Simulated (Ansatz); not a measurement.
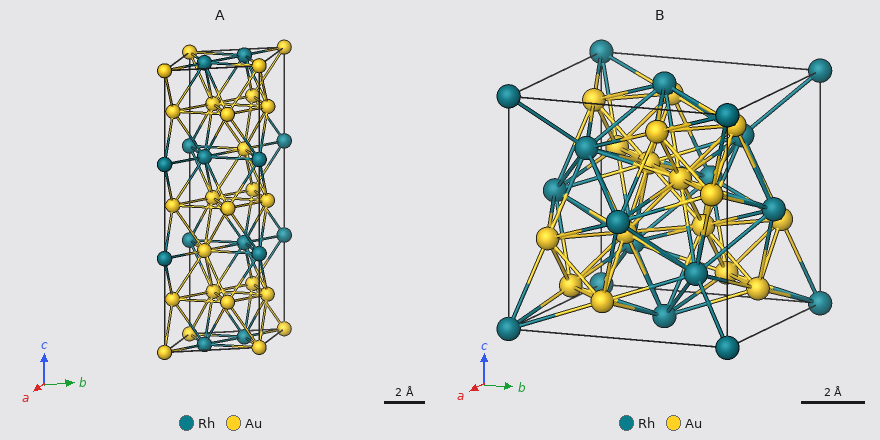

Two structures of RhAu₂, each relaxed to rest (conventional cells in solid outline, small ones repeated, not to one scale). Method: DFT PBE, scalar-relativistic, plane waves, PAW in Ansatz, without spin polarisation.

Question: Describe A and B.

Answer: A: 18 atoms a cell on a rhombohedral (trigonal R) lattice, R32. B: cubic Laves phase (C15, MgCu₂ type), Fd-3m.

Question: Which of the two does the method prefer?

Answer: A is lower, by 364 meV/atom at this level of theory (energies at zero smearing). Volumes: A 16.7, B 18.1 Å³/atom.

One or both may be structure types tried for this composition rather than known phases.
